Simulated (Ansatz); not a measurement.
```xyz
9

C    -0.1882   -0.2397    1.4129
N    -0.0608    1.7253   -0.4903
S     0.4061   -0.0099   -0.2598
H     0.0684   -1.2926    1.6199
H     0.3470    0.3869    2.1410
H    -1.2802   -0.1375    1.4908
H     0.2272    2.0073   -1.4389
H    -1.0785    1.8740   -0.4202
H     0.4123    2.3543    0.1753
```

Geometry: PBE0-D3(BJ)/def2-SVP.

The calculation used isolated molecule in a Gaussian basis; Kohn-Sham density functional theory, functional PBE0 (Ansatz).

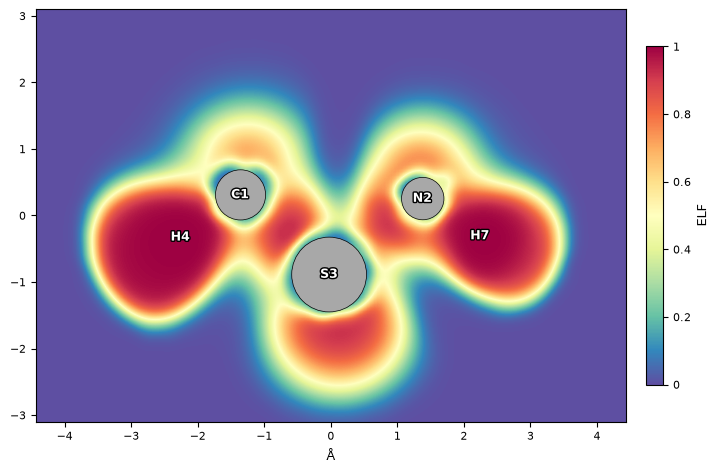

CH₆NS (SMILES CS[NH3+]) (charge +1). Electron localisation function on the plane of atoms S3, N2 and H7. Grey discs cover the atomic cores.

Question: What does the map show?

Answer: The plane passes through C, N, S and H nuclei.
C–S (1.79 Å): the ELF peaks at about 0.90 between the atoms: a covalent bond.
S–N (1.81 Å): the ELF peaks at about 0.90 between the atoms, as expected for localised, covalent bonding.
N–H (1.03 Å): the ELF climbs to about 1 towards the hydrogen, as it does in any bond to H: an ordinary covalent bond to hydrogen.
C–H (1.10 Å): the ELF climbs to about 1 towards the hydrogen; an ordinary covalent bond to hydrogen.
The ELF also peaks beside S3, away from the bonds: lone-pair regions.
